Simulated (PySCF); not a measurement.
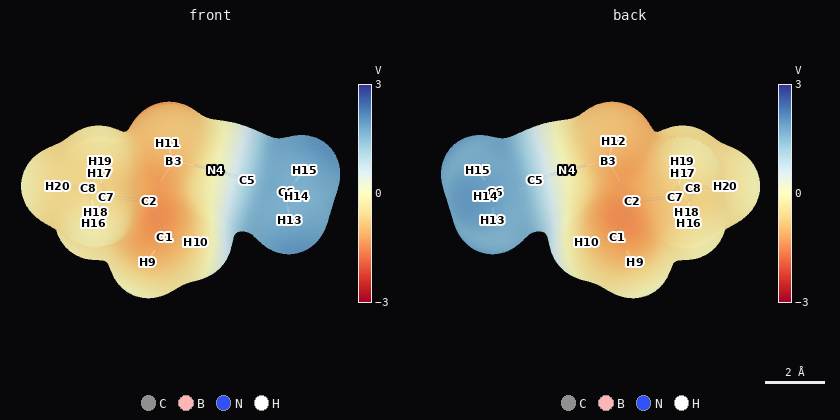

Figure. C₆H₁₂BN. The electrostatic potential painted on the density surface at 0.002 e/bohr³, seen from the front and from behind; the colour scale runs from red (negative) to blue (positive).

Geometry: GFN2-xTB.

Theory: PBE0/pcSseg-1, SCF density, gas phase, non-relativistic in PySCF 2.14.0.

Input

```
{"job": {"kind": "nmr", "xc": "PBE0", "basis": "pcSseg-1"}, "charge": 0, "multiplicity": 1}
C     -0.311302    -1.516569    -0.142621
C     -0.761231    -0.320435    -0.491798
B      0.126359     1.027661    -0.631911
N      1.528711     0.684900    -0.393565
C      2.594689     0.299900    -0.199330
C      3.934040    -0.147533     0.037870
C     -2.231327    -0.146650    -0.782119
C     -2.961988     0.463595     0.414105
H     -0.958009    -2.381196    -0.074642
H      0.725235    -1.705348     0.096926
H     -0.149945     1.845085     0.192166
H      0.089613     1.467180    -1.741840
H      3.927790    -0.950106     0.775997
H      4.369747    -0.519807    -0.889833
H      4.540527     0.677157     0.413432
H     -2.684296    -1.115437    -1.015575
H     -2.359000     0.507139    -1.647603
H     -2.842616    -0.170824     1.290102
H     -2.557421     1.445553     0.643594
H     -4.024725     0.566414     0.201598
```

Launched as:

```sh
OMP_NUM_THREADS=1 python probes_run.py task.json out
```

Question: Which sites attract a positive test charge, and which a negative one?

Answer: A positive charge is drawn to the negative regions and a negative charge to the positive ones. The most negative region (about −1.4 V) lies over C1 and C2, the most positive (about +2.0 V) over H13, H14 and H15.
